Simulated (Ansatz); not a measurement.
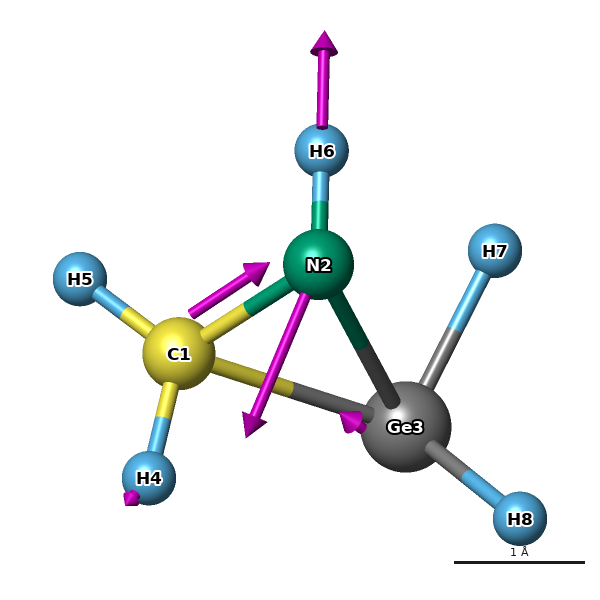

Arrows show the forces on the atoms, 0.2 Å of arrow for 1 eV/Å; forces under a tenth of the largest aren't drawn. Level of theory: PBE0-D4/def2-TZVPP (Ansatz 0.2.0).

### On which atom is the force largest, and how large is it?

On N2: 6.04 eV/Å.

### Which bond do the forces act along most?

N2–H6, now 0.945 Å: the forces push its atoms apart, so a first step downhill lengthens it.

List the force components in the frame of the picture (x right, y up, z towards the viewer), in eV/Å.

```json
{"atom": "C1", "Fx": "3.05", "Fy": "2.02", "Fz": "0.89"}
{"atom": "N2", "Fx": "−2.33", "Fy": "−5.57", "Fz": "−0.03"}
{"atom": "Ge3", "Fx": "−0.91", "Fy": "0.63", "Fz": "0.71"}
{"atom": "H4", "Fx": "−0.39", "Fy": "−0.46", "Fz": "0.35"}
{"atom": "H5", "Fx": "0.00", "Fy": "−0.29", "Fz": "−0.22"}
{"atom": "H6", "Fx": "0.09", "Fy": "3.77", "Fz": "−1.43"}
{"atom": "H7", "Fx": "0.25", "Fy": "0.22", "Fz": "−0.34"}
{"atom": "H8", "Fx": "0.25", "Fy": "−0.31", "Fz": "0.07"}
```
